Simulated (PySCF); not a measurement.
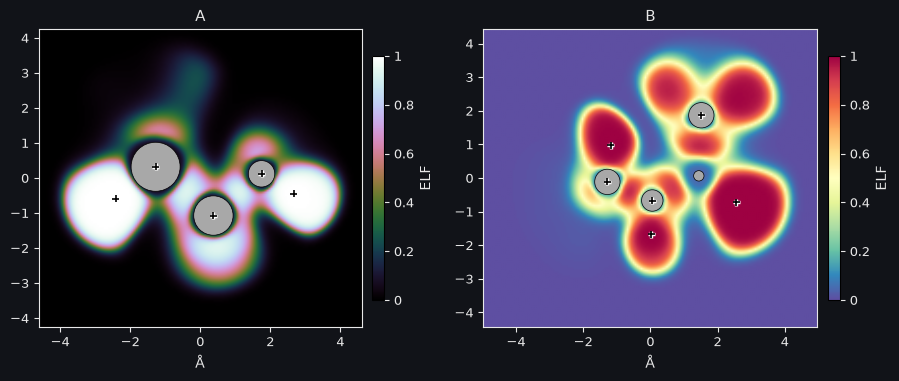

The ELF of 2 systems, each on a plane through atoms (crosses mark nuclei in the plane; grey discs cover the cores).

These are results of B3LYP/def2-SVPD, SCF density, gas phase (PySCF), not measurements.

System 1: C4H13NSi (SMILES C[SiH2]NC(C)C), the plane of atoms C4, N3 and H12. Geometry: GFN2-xTB.

```yaml
atoms:
  - { symbol: C, position_ang: [2.4178, 1.0296, 0.2045] }
  - { symbol: Si, position_ang: [1.7441, -0.4804, -0.7239] }
  - { symbol: N, position_ang: [0.0403, -0.3043, -0.8678] }
  - { symbol: C, position_ang: [-0.8638, 0.0309, 0.2113] }
  - { symbol: C, position_ang: [-1.2879, -1.2058, 1.0078] }
  - { symbol: C, position_ang: [-2.0875, 0.7547, -0.3505] }
  - { symbol: H, position_ang: [2.0565, 1.9561, -0.2318] }
  - { symbol: H, position_ang: [3.5026, 1.0479, 0.1654] }
  - { symbol: H, position_ang: [2.1329, 1.0236, 1.2528] }
  - { symbol: H, position_ang: [2.2116, -0.5239, -2.1122] }
  - { symbol: H, position_ang: [2.2070, -1.6909, -0.0141] }
  - { symbol: H, position_ang: [-0.4213, -0.8825, -1.5554] }
  - { symbol: H, position_ang: [-0.3247, 0.7110, 0.8777] }
  - { symbol: H, position_ang: [-1.9284, -0.9231, 1.8395] }
  - { symbol: H, position_ang: [-1.8343, -1.8953, 0.3665] }
  - { symbol: H, position_ang: [-0.4108, -1.7172, 1.3970] }
  - { symbol: H, position_ang: [-2.6575, 0.0877, -0.9951] }
  - { symbol: H, position_ang: [-1.7740, 1.6155, -0.9357] }
  - { symbol: H, position_ang: [-2.7323, 1.0935, 0.4564] }
```

System 2: C2H9AsSSi, the plane of atoms C1, S2 and Si3. Geometry: GFN2-xTB.

```xyz
14

C    -2.1727    0.7165   -0.4289
S    -1.3725    1.3190    1.0889
Si   -0.3303   -0.4842    1.6563
As    0.8430   -1.3274   -0.1781
C     2.1318    0.1665   -0.3127
H    -2.8882   -0.0625   -0.1794
H    -1.4190    0.3337   -1.1190
H    -2.6866    1.5602   -0.8771
H    -1.3609   -1.4158    2.1341
H     0.4414   -0.0068    2.8033
H     1.6933   -2.1767    0.7255
H     2.9299   -0.0842   -1.0121
H     1.6160    1.0489   -0.6939
H     2.5740    0.4124    0.6511
```

Question: Match each panel to its system.

Answer: Panel A is system 2, C2H9AsSSi: the plane holds C, S, Si and H. C–S (1.82 Å): the ELF peaks at about 0.90 between the atoms, as expected for a covalent bond. Panel B is system 1, C4H13NSi: the plane holds C, N and H. C–N (1.45 Å): the ELF peaks at about 0.95 between the atoms, as expected for localised, covalent bonding.
